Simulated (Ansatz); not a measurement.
# InF (SMILES [F][In]) at 6 levels

We compute a comparison of 6 runs (HF/STO-3G, B2PLYP/STO-3G, CAM-B3LYP/STO-3G, HSE06/STO-3G, r2SCAN0/STO-3G, wB97X/STO-3G) of InF. 

The results are computed with Ansatz 0.2.0.

45 further runs of the same task are left out: 5 that didn't finish, 40 set aside as unsound or not needed.

## Step 1: The structure to begin with

The species is InF (2 atoms), meant as a singlet with charge 0. As SMILES, `[F][In]`. The In2–F1 distance was set to 5.064 Å, away from the relaxed value.

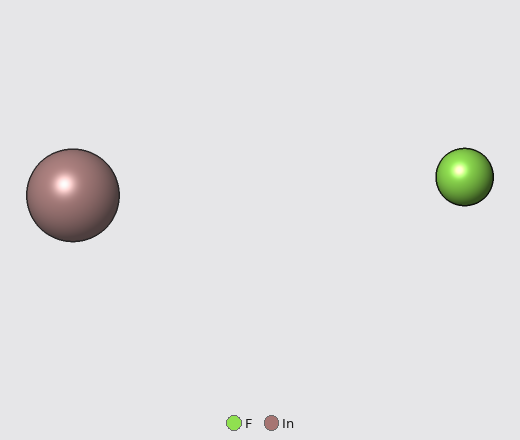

The structure, seen from a chosen angle (fluorine green, indium brown).

## Step 2: A single-point energy at HF/STO-3G (run 1)

Contents of in.yaml:

```yaml
crystal:
  periodic: [false, false, false]
  atoms:
    - symbol: F
      position_ang: [0.000000, 0.000000, -3.038210]
    - symbol: In
      position_ang: [0.000000, 0.000000, 2.025490]
basis:
  gaussian:
    orbitals: STO-3G
total_charge: 0
hamiltonian:
  xc: hf
accuracy: high
```

Run with:

```bash
$ ansatz run in.yaml --threads 1 --pin off --max-ram 2610MiB --events-out events.jsonl --progress --plain --runs-dir runs
```

The program printed:

```text
Warning: RAYON_NUM_THREADS=1 ignored (pool sized by the plan → 1); use --threads N
Functional definition: HF
  name "HF"
  exchange = exact_x
  correlation = 0
529 factors; integrals over basis functions are off by at most 6.8e-9 eV
mean field evaluation 1: about -157293.9360 eV, gradient 2.2e0 eV
mean field evaluation 2: about -157293.9495 eV, gradient 2.2e0 eV
mean field evaluation 4: about -157293.9233 eV, gradient 2.8e0 eV
mean field evaluation 8: about -157296.4019 eV, gradient 1.2e-1 eV
mean field evaluation 16: about -157281.4446 eV, gradient 1.3e1 eV
mean field -157296.40211330 eV, -5780.5361583330 hartree, gradient 1.8e-8 eV, S^2 0.000000; 0 other end points of the search recorded, 0 dependent functions left out
reference -157296.40211330 eV, -5780.5361583330 hartree; 29, 29 occupied and 3, 3 virtual orbitals, 529 factors
Total energy: -157296.40211330 eV, -5780.5361583330 hartree
```

It took 0.36 s on 1 thread of Arm Neoverse V2, shared host.

## Step 3: A single-point energy at B2PLYP/STO-3G (run 2)

Contents of in.yaml:

```yaml
crystal:
  periodic: [false, false, false]
  atoms:
    - {symbol: F, position_ang: [0.000000, 0.000000, -3.038210]}
    - {symbol: In, position_ang: [0.000000, 0.000000, 2.025490]}
basis:
  gaussian:
    orbitals: STO-3G
accuracy: high
hamiltonian:
  xc: {name: B2PLYP}
correlation:
  frozen_orbitals: {F: 1, In: 18}
```

Run with:

```bash
$ ansatz run in.yaml --threads 1 --pin off --max-ram 2610MiB --events-out events.jsonl --progress --plain --runs-dir runs
```

The program printed (excerpt; [...] marks lines left out):

```text
Warning: RAYON_NUM_THREADS=1 ignored (pool sized by the plan → 1); use --threads N
Functional definition: B2PLYP
  name "B2PLYP"
[...]
529 factors; integrals over basis functions are off by at most 6.8e-9 eV
[...]
mean field -157344.92054701 eV, -5782.3191778849 hartree, gradient 9.4e-9 eV, S^2 0.000000; 6 other end points of the search recorded, 0 dependent functions left out; unrestricted orbitals would lower it
19 core orbitals not correlated: weight in the atoms' cores, before any rotation towards them, 1.000 or more for the frozen orbitals, at most 0.000 for the correlated occupied ones
reference -157344.92056306 eV, -5782.3191784748 hartree; 10, 10 occupied and 3, 3 virtual orbitals, 529 factors
second order -15.78698992 eV of doubles, -0.00000000 eV of singles
Total energy: -157349.18305034 eV, -5782.4758219931 hartree
```

Wall time 3.6 s (1 thread of Arm Neoverse V2, shared host); peak memory 0.11 GiB.

Runs 3 to 4 aren't shown in full; the table further down has their settings and results.

## Step 4: The energy at r2SCAN0/STO-3G (run 5)

Contents of molecule.yaml:

```yaml
basis:
  gaussian:
    orbitals: STO-3G
crystal:
  periodic: [false, false, false]
  atoms:
    - {symbol: F, position_ang: [0.000000, 0.000000, -3.038210]}
    - {symbol: In, position_ang: [0.000000, 0.000000, 2.025490]}
hamiltonian:
  xc: {name: r2SCAN0}
accuracy: high
```

Run with:

```bash
$ ansatz run molecule.yaml --threads 1 --pin off --max-ram 2610MiB --events-out events.jsonl --progress --plain --runs-dir runs
```

The program printed (excerpt; [...] marks lines left out):

```text
Warning: RAYON_NUM_THREADS=1 ignored (pool sized by the plan → 1); use --threads N
Functional definition: r2SCAN0
  name "r2SCAN0"
[...]
529 factors; integrals over basis functions are off by at most 6.8e-9 eV
[...]
mean field -157368.46541818 eV, -5783.1844359410 hartree, gradient 2.1e-8 eV, S^2 0.000000; 7 other end points of the search recorded, 0 dependent functions left out
reference -157368.46541843 eV, -5783.1844359504 hartree; 29, 29 occupied and 3, 3 virtual orbitals, 529 factors
Total energy: -157368.46541843 eV, -5783.1844359504 hartree
```

It took 27 s on 1 thread of Arm Neoverse V2, shared host; peak memory 0.14 GiB.

## Step 5: A single-point energy at wB97X/STO-3G (run 6)

Contents of molecule.yaml:

```yaml
basis:
  gaussian: {orbitals: STO-3G}
crystal:
  periodic: [false, false, false]
  atoms:
    - symbol: F
      position_ang: [0.000000, 0.000000, -3.038210]
    - symbol: In
      position_ang: [0.000000, 0.000000, 2.025490]
hamiltonian: {xc: {name: wB97X}}
accuracy: high
```

Run with:

```bash
$ ansatz run molecule.yaml --threads 1 --pin off --max-ram 2610MiB --events-out events.jsonl --progress --plain --runs-dir runs
```

The program printed (excerpt; [...] marks lines left out):

```text
Warning: RAYON_NUM_THREADS=1 ignored (pool sized by the plan → 1); use --threads N
Functional definition: wB97X
  name "wB97X"
[...]
      + exact_x_lr(omega)
[...]
      + integral(e_c_pw_opposite_spin*poly(b97_u_opposite, 1, cos1, cos2, cos3, cos4))
529 factors; integrals over basis functions are off by at most 6.8e-9 eV
116 factors; integrals over basis functions are off by at most 1.6e-9 eV
[...]
mean field -157364.23299107 eV, -5783.0288971138 hartree, gradient 1.3e-8 eV, S^2 0.000000; 2 other end points of the search recorded, 0 dependent functions left out
reference -157364.23298965 eV, -5783.0288970613 hartree; 29, 29 occupied and 3, 3 virtual orbitals, 529 factors
Total energy: -157364.23298965 eV, -5783.0288970613 hartree
```

It took 6.6 s on 1 thread of Arm Neoverse V2, shared host; peak memory 0.21 GiB.

## Step 6: The series

| run | level | frozen core orbitals | energy (Eh) | wall time |
| --- | --- | --- | --- | --- |
| 1 | HF/STO-3G | – | -5780.536158 | 0.36 s |
| 2 | B2PLYP/STO-3G | 19 | -5782.475822 | 3.6 s |
| 3 | CAM-B3LYP/STO-3G | – | -5783.037652 | 2.3 s |
| 4 | HSE06/STO-3G | – | -5782.596469 | 21 s |
| 5 | r2SCAN0/STO-3G | – | -5783.184436 | 27 s |
| 6 | wB97X/STO-3G | – | -5783.028897 | 6.6 s |

## Step 7: Results

| quantity | value |
| --- | --- |
| run 6: total energy | -5783.02890 Eh |

What this shows: Totals of different functionals can't be ranked against each other. In run 2 the log says that unrestricted orbitals would lower the reference, so the values rest on an unstable closed-shell determinant (other closed-shell runs at this shape may share the fault). In runs 1, 2, 3, 4, 5, 6 the basis is minimal, so the values are rough. In runs 1, 2, 3, 4, 5, 6 relativity is left out where basis or elements ask for it. All runs together took 61 s, the longest 27 s.
